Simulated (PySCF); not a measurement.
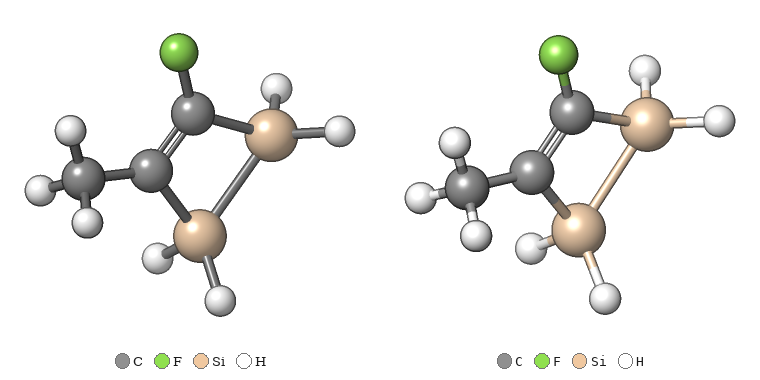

Both panels show the same species.

Computed geometry: GFN2-xTB optimisation. No frequency run is at hand to confirm it as a minimum.

Description:

It has 13 atoms: 3 carbon, 7 hydrogen, 1 fluorine and 2 silicon (C₃H₇FSi₂). Its SMILES string is `CC1=C(F)[SiH2][SiH2]1`. Independent rings (smallest set): 1 of 4 members. Among its groups: alkene, C–F bond, Si–H bond. This geometry has Cs symmetry. Coordination, clear cases only: 1 C tetrahedral; 2 C trigonal planar.

More results for the same structure follow; atom numbers are the same in all pictures, views and colours differ.

### Geometry

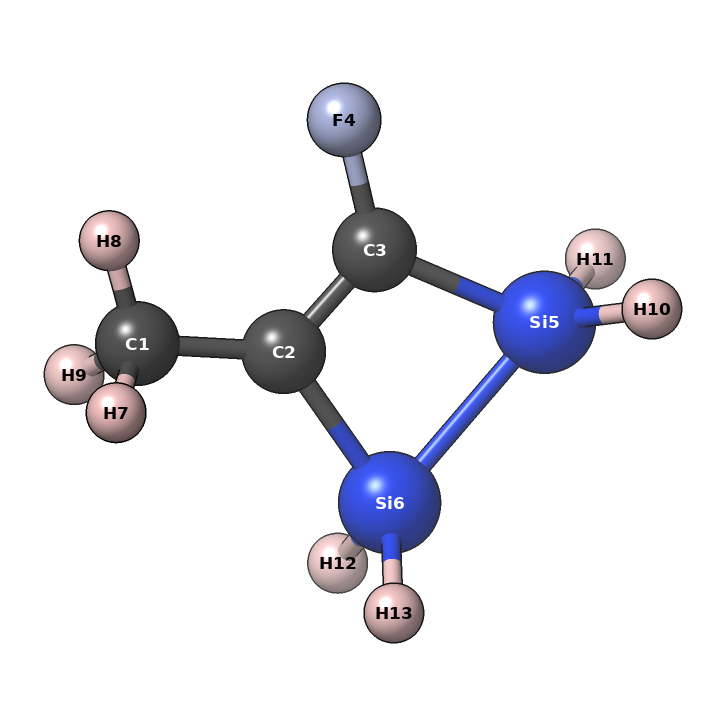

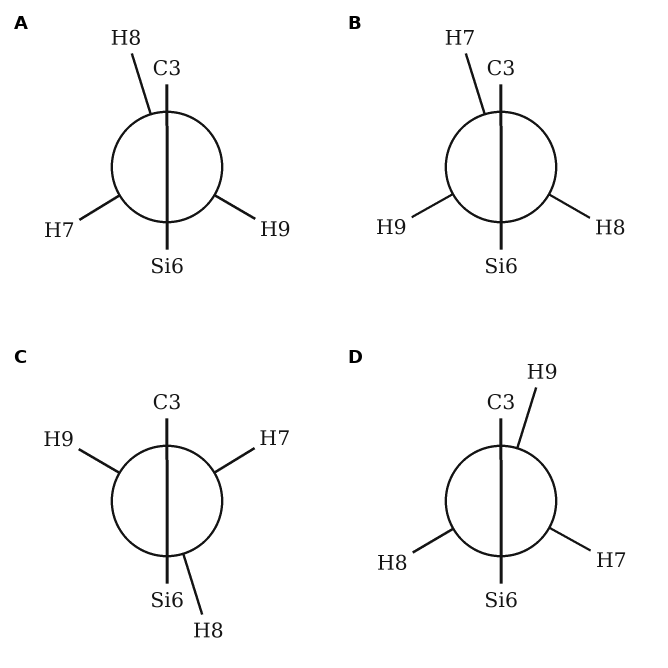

Distant atoms are faded towards the background colour. Bonds that would overlap in a projection are set slightly apart. No frequency run is at hand to confirm it as a minimum.

Question: Which Newman projection shows the view along C2–C1, with C2 in front?

Answer: A. The torsion angle Si6–C2–C1–H7 is 59°, synclinal (gauche).

### Electronic properties

No frequency run is at hand to confirm it as a minimum. Method: ωB97X-D/def2-SVPD, gas phase (PySCF 2.14.0). Excitations: vertical, linear response.

Question: Estimate the brightest of the 8 lowest singlets.

Answer: 7.17 eV.

Question: Estimate the HOMO energy (Kohn–Sham orbital).

Answer: −9.30 eV.

Question: Estimate the mean static polarisability.

Answer: 90.2 bohr³.

Question: What is the dipole moment?

Answer: 1.55 D.

### Charges

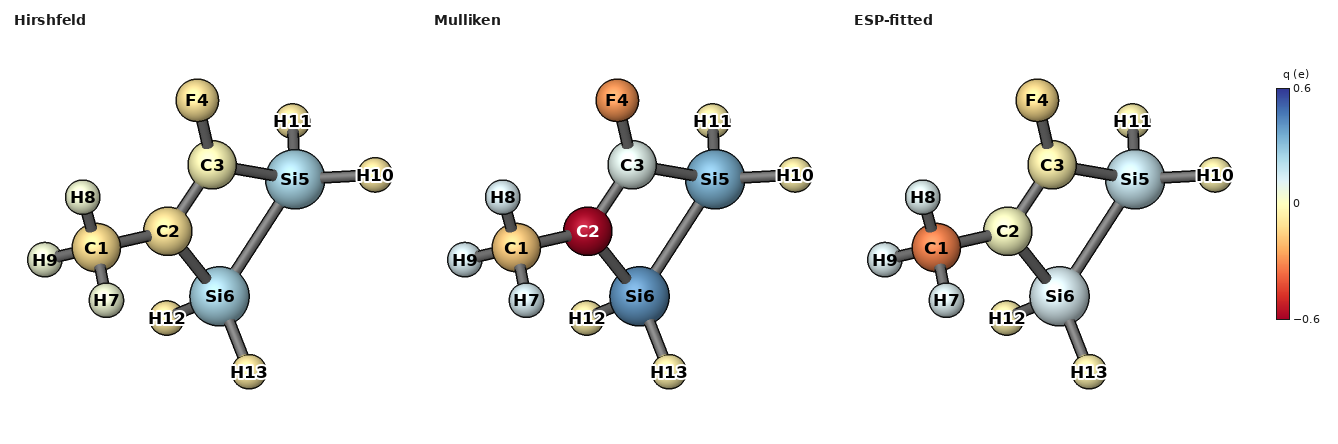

Atomic charges of one calculation by 3 schemes, on one colour scale. No frequency run is at hand to confirm it as a minimum. Method: PBE0/pcSseg-1 (PySCF 2.14.0).

Question: Which scheme gives the most polar picture (largest mean size of the charges)?

Answer: The Mulliken charges are the largest in size here, and the Hirshfeld charges the smallest.

Question: On which atom do the schemes disagree most?

Answer: On C2 (from −0.58 to 0.01 e).

List the charges (e), one line for each set of equivalent atoms.

```tsv
atom	Hirshfeld	Mulliken	ESP-fitted
C1	−0.12	−0.16	−0.32
C2	−0.10	−0.58	0.01
C3	−0.02	0.10	−0.04
F4	−0.10	−0.28	−0.12
Si5	0.24	0.34	0.17
Si6	0.24	0.40	0.12
H7, H9	0.05	0.13	0.11
H8	0.04	0.12	0.11
H10, H11	−0.07	−0.05	−0.04
H12, H13	−0.08	−0.05	−0.04
```

### NMR shielding

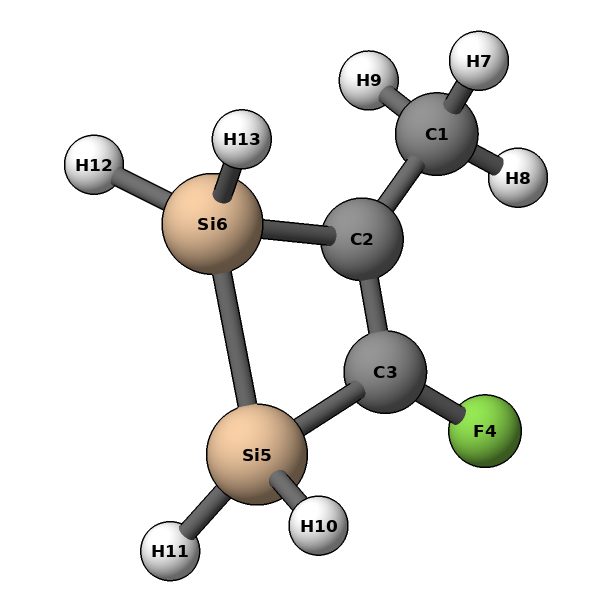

No frequency run is at hand to confirm it as a minimum. Method: GIAO PBE0/pcSseg-1 NMR shielding, non-relativistic, gas phase (PySCF 2.14.0). Principal shieldings σ11 ≤ σ22 ≤ σ33, span Ω = σ33 − σ11, skew κ = 3(σiso − σ22)/Ω.

Give the shielding tensors of the F atoms.

| atom | σ11 | σ22 | σ33 | σiso | Ω | κ |
| --- | --- | --- | --- | --- | --- | --- |
| F4 | 65.7 | 258.7 | 347.9 | 224.1 | 282.2 | −0.37 |

Shieldings and span in ppm.

Mulliken values depend strongly on the basis set and can even reverse the polarity of a bond. The geometry is semi-empirical. Around Si such bond lengths and angles can be off by a tenth of an ångström or more and by several degrees, and values that hang on the shape move with them.
